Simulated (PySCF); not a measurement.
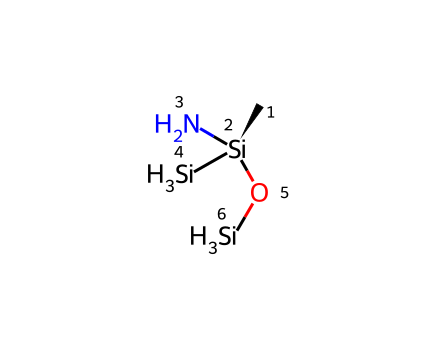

A structural formula, with wedges where it has stereocentres; small numbers name the atoms. The configuration is that of a computed structure (PBE0-D3(BJ)/def2-SVP).

Question: What are the Cahn–Ingold–Prelog descriptors?

Answer: Si2: R.

Question: Give a SMILES with the stereochemistry.

Answer: C[Si@](N)([SiH3])O[SiH3]
